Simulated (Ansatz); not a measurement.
ClF₃Ge···NH₃

```tsv
atom	x (Å)	y (Å)	z (Å)
Ge	0.1706	0.0267	0.1005
Cl	0.5343	-0.1941	2.2513
F	1.7184	0.0734	-0.6683
F	-0.5802	1.5282	-0.3354
F	-0.6383	-1.3267	-0.6222
N	-2.7293	-0.0324	1.2136
H	-2.6480	-0.7556	0.4923
H	-2.5605	0.8884	0.7971
H	-2.0225	-0.2080	1.9565
```

Not at a stationary point (largest force 0.8 eV/Å).

Computed with RKS PBE/def2-SVP in Ansatz 0.2.0.

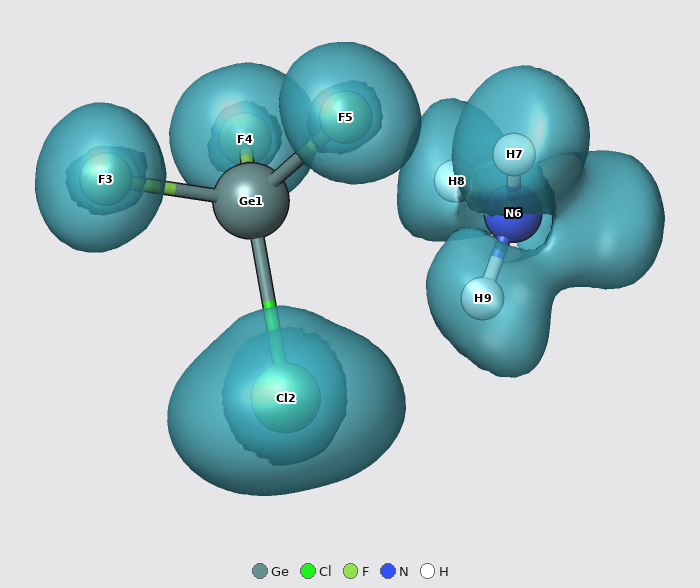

Figure 1. Isosurface of the electron localisation function at 0.75 (cyan), seen at an oblique angle. Only the valence region is drawn (cores and ρ < 0.01 e/Å³ removed).

### What do the ELF domains correspond to?

The surface consists of one region wrapped around Cl (its valence shell), three regions wrapped around F (the valence shell of each) and one joined region spread over several atoms (H, N), in which their bonds and any lone pairs are merged.


Ge1···N6 (3.11 Å): the ELF dips to about 0.10 between them. Ge–F (1.73 Å): the ELF peaks at about 0.80 in the valence shell of F, 0.5 Å from its nucleus, and is about 0.25 at the midpoint.

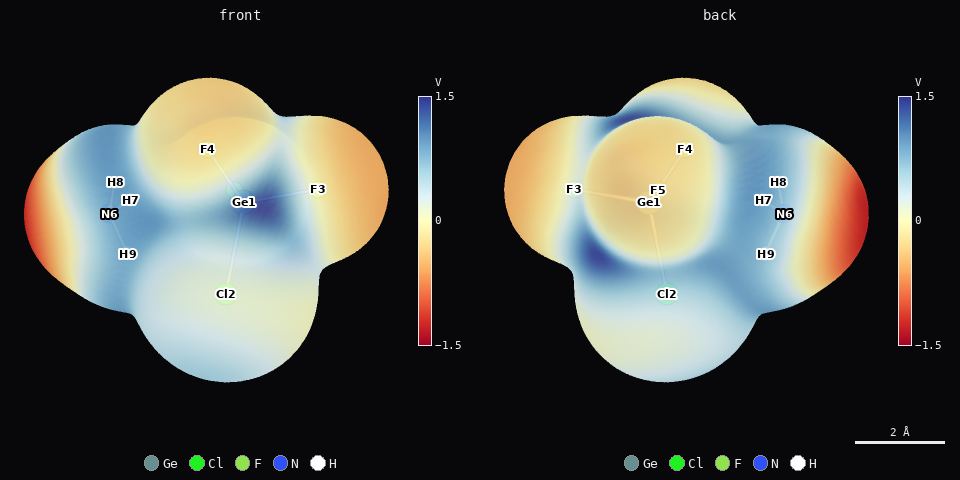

Figure 2. The electrostatic potential painted on the density surface at 0.001 e/bohr³, seen from the front and from behind; the colour scale runs from red (negative) to blue (positive).

### Where is the surface potential most negative and most positive?

The most negative region (about −1.3 V) lies over N6, the most positive (about +1.4 V) over Ge1. N6 is the likeliest acceptor of a hydrogen bond.

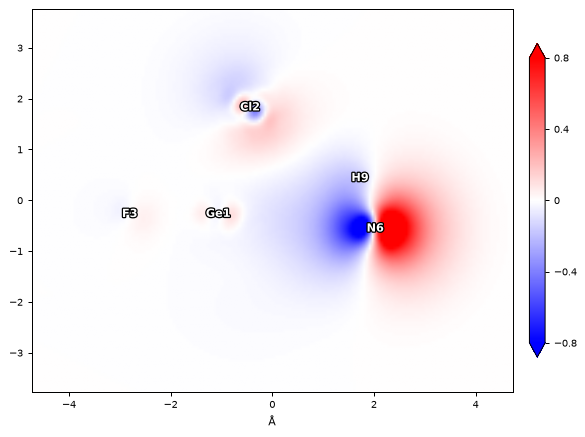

Figure 3. The HOMO on the plane of atoms Cl2, Ge1 and F3 (values in Å⁻³ᐟ²; the overall sign is arbitrary).

### Describe this orbital and give its energy.

By Hirshfeld shares it lies mainly on N6 (about 75 %); largely a lone pair of N6. Its energy is −6.25 eV.

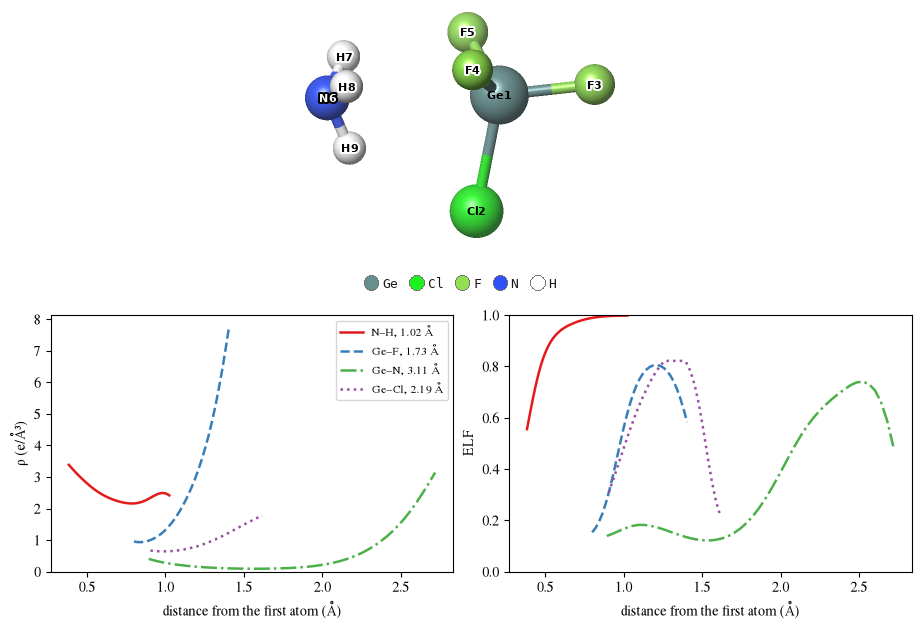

Figure 4. Electron density and ELF along straight lines between neighbouring atoms. The curves leave out the atomic cores. The structure is drawn too.

### Compare the contacts.

N–H (1.02 Å): the density is about 2.7 e/Å³ at the midpoint; the ELF climbs to about 1 towards the hydrogen, as it does in any bond to H: a covalent bond by its length.
Ge–F (1.73 Å): ρ is about 0.94 e/Å³ halfway; the ELF peaks at about 0.80 in the valence shell of F, 0.5 Å from its nucleus, and is about 0.25 at the midpoint.
Ge1···N6 (3.11 Å): the density falls to about 0.09 e/Å³ on the way; the ELF dips to about 0.10 between them.
Ge–Cl (2.19 Å): ρ is about 0.68 e/Å³ halfway; the ELF peaks at about 0.80 in the valence shell of Cl, 0.9 Å from its nucleus, and is about 0.65 at the midpoint.
